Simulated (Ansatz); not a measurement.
Starting cell, InAs (zinc blende):

```
InAs
1.0
    0.00000     3.05455     3.05455
    3.05455     0.00000     3.05455
    3.05455     3.05455     0.00000
As In
1 1
Direct
  0.75000   0.75000   0.75000
  0.00000   0.00000   0.00000
```

In this cell atom 2 (In, nearest neighbour As at 2.645 Å; its periodic images, 4.3 Å or more away, move with it) is moved by s along Cartesian [111], unit vector (0.577, 0.577, 0.577); all other atoms and the cell stay fixed.

The numbers are results of r2SCAN (plane waves to 500 eV, PAW, scalar-relativistic; Ansatz, a program for electronic structure), not measurements. k mesh 8×8×8 (Γ-centred), Fermi-Dirac smearing 0.05 eV. Energies are smeared free energies. Left out: 1 of 11 points, with atoms too close for the PAW data. As the smearing reaches across the gap at some points, energies and forces of such displacements shift with the k mesh and the smearing. InAs was relaxed with its symmetry unable to fall. The zero of ΔE is the undisplaced structure.

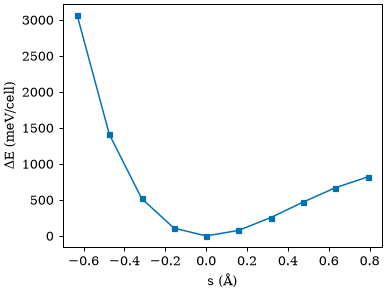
*ΔE (meV/cell) against s (Å); markers are the computed points, lines only join them.*

Q: Is the energy the same for displacements of ±0.632 Å, and if not, which side lies higher?

A: Not even: the negative side lies higher at ±0.632 Å.

Q: What is the energy change at s = 0.790 Å?

A: About 820 meV/cell.

(A displaced cell: forces are minus the slopes of the energy, force constants its curvatures, and phonons follow from these.)
